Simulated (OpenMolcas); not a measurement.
Excited-state calculation, with input and output: InI (part 4 of 4)

InI (indium iodide (ini)); CASSCF/ANO-RCC-VDZP, DKH2 (OpenMolcas 26.06). The geometry comes from this level: GFN2-xTB.

Geometry of the input (Å):
```
In 0.0000  0.0000  0.0000
I  0.0000  0.0000  2.7892
```

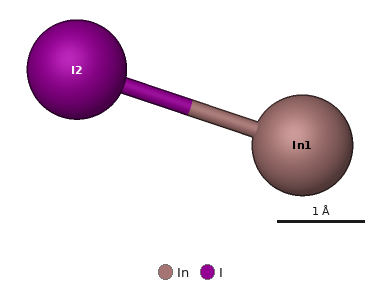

The structure as given in the input (ball-and-stick view, seen at an oblique angle; atoms are numbered from 1 in the order of the input). Sticks mark near contacts.

### Log, continued
```
      NBO located      1.000 non-bonded electrons on atom I2
      NBO located      1.000 non-bonded electrons on atom I2
      NBO located      1.000 non-bonded electrons on atom I2
      NBO located      1.000 non-bonded electrons on atom I2
      NBO located      1.000 non-bonded electrons on atom I2
      The remaining    2.062 electrons are to be considered as diffuse
--

--

      Von Neumann Entropy (Root   3) =  1.22946

      Mulliken population analysis for root number:  3
      -----------------------------------------------

++    Molecular charges:
      ------------------

      Mulliken charges per centre
      ---------------------------

                IN1     I2
      Total   48.9452 53.0548

      N-E      0.0548 -0.0548

      Total electronic charge=  102.000000

      Total            charge=   -0.000000
--

      Expectation values of various properties for root number:  3
      -----------------------------------------------------------

++    Molecular properties:
      ---------------------

      Charge (e):
                      =   -0.0000
      Dipole Moment (debye):
      Origin of the operator (angstrom)=    0.0000    0.0000    1.4638
                   X=  1.5060E-05               Y= -2.0100E-05               Z=  2.3966E-01           Total=  2.3966E-01
      Quadrupole Moment (debye*angstrom):
      Origin of the operator (angstrom)=    0.0000    0.0000    1.4638
                  XX= -5.7648E+01              XY= -3.6618E+00              XZ=  2.2002E-05              YY= -5.5262E+01
                  YZ= -3.2086E-05              ZZ= -5.0310E+01
      In traceless form (debye*angstrom)
                  XX= -4.8614E+00              XY= -5.4928E+00              XZ=  3.3004E-05              YY= -1.2831E+00
                  YZ= -4.8129E-05              ZZ=  6.1445E+00
--

      LoProp population analysis for root number:  3
      -----------------------------------------------

++    LoProp analysis:
      ----------------

++    Static properties:
      ------------------

      LoProp Charges per center

                   IN1      I2
      Nuclear     49.0000  53.0000
      Electronic -49.0707 -52.9293

      Total       -0.0707   0.0707
--

      Natural Bond Order analysis for root number:  3

++    Natural Bond Order analysis
      ---------------------------
      Based on LoProp computed density
      -------------------------------------------------------------------------------------
      Atom A       Atom B       Bond Order
      -------------------------------------------------------------------------------------
      NBO located      1.002 non-bonded electrons on atom IN1
      NBO located      0.998 non-bonded electrons on atom IN1
      NBO located      0.999 non-bonded electrons on atom IN1
      NBO located      0.999 non-bonded electrons on atom IN1
      NBO located      0.999 non-bonded electrons on atom IN1
      NBO located      1.000 non-bonded electrons on atom IN1
      NBO located      1.000 non-bonded electrons on atom IN1
      NBO located      1.000 non-bonded electrons on atom IN1
      NBO located      1.000 non-bonded electrons on atom IN1
      NBO located      1.000 non-bonded electrons on atom IN1
      NBO located      1.000 non-bonded electrons on atom IN1
      NBO located      1.000 non-bonded electrons on atom IN1
      NBO located      1.000 non-bonded electrons on atom IN1
      NBO located      1.000 non-bonded electrons on atom IN1
      NBO located      1.000 non-bonded electrons on atom IN1
      NBO located      1.000 non-bonded electrons on atom IN1
      NBO located      1.000 non-bonded electrons on atom IN1
      NBO located      1.000 non-bonded electrons on atom IN1
      NBO located      1.000 non-bonded electrons on atom IN1
      NBO located      1.000 non-bonded electrons on atom IN1
      NBO located      1.000 non-bonded electrons on atom IN1
      NBO located      1.000 non-bonded electrons on atom IN1
      NBO located      1.000 non-bonded electrons on atom IN1
      NBO located      0.980 non-bonded electrons on atom I2
      NBO located      0.978 non-bonded electrons on atom I2
      NBO located      0.994 non-bonded electrons on atom I2
      NBO located      0.999 non-bonded electrons on atom I2
      NBO located      1.000 non-bonded electrons on atom I2
      NBO located      1.000 non-bonded electrons on atom I2
      NBO located      1.000 non-bonded electrons on atom I2
      NBO located      1.000 non-bonded electrons on atom I2
      NBO located      1.000 non-bonded electrons on atom I2
      NBO located      1.000 non-bonded electrons on atom I2
      NBO located      1.000 non-bonded electrons on atom I2
      NBO located      1.000 non-bonded electrons on atom I2
      NBO located      1.000 non-bonded electrons on atom I2
      NBO located      1.000 non-bonded electrons on atom I2
      NBO located      1.000 non-bonded electrons on atom I2
      NBO located      1.000 non-bonded electrons on atom I2
      NBO located      1.000 non-bonded electrons on atom I2
      NBO located      1.000 non-bonded electrons on atom I2
      NBO located      1.000 non-bonded electrons on atom I2
      NBO located      1.000 non-bonded electrons on atom I2
      NBO located      1.000 non-bonded electrons on atom I2
      NBO located      1.000 non-bonded electrons on atom I2
      NBO located      1.000 non-bonded electrons on atom I2
      NBO located      1.000 non-bonded electrons on atom I2
      NBO located      1.000 non-bonded electrons on atom I2
      NBO located      1.000 non-bonded electrons on atom I2
      The remaining    2.062 electrons are to be considered as diffuse
--

--

      Average orbitals are written to the RASORB file
      Natural orbitals for root   1 are written to the RASORB.1 file
      Natural orbitals for root   2 are written to the RASORB.2 file
      Natural orbitals for root   3 are written to the RASORB.3 file
      Spin density orbitals for root   1 are written to the SPDORB.1 file
      Spin density orbitals for root   2 are written to the SPDORB.2 file
      Spin density orbitals for root   3 are written to the SPDORB.3 file

--- Stop Module: rasscf /rc=_RC_ALL_IS_WELL_ ---
           step2.RasOrb.3 step2.rasscf.h5 step2.SpdOrb.1 step2.SpdOrb.2 step2.SpdOrb.3 xmldump
--- Module rasscf spent 10 seconds ---

.##################.
.# Happy landing! #.
.##################.

    Timing: Wall=31.56 User=29.02 System=2.51
```
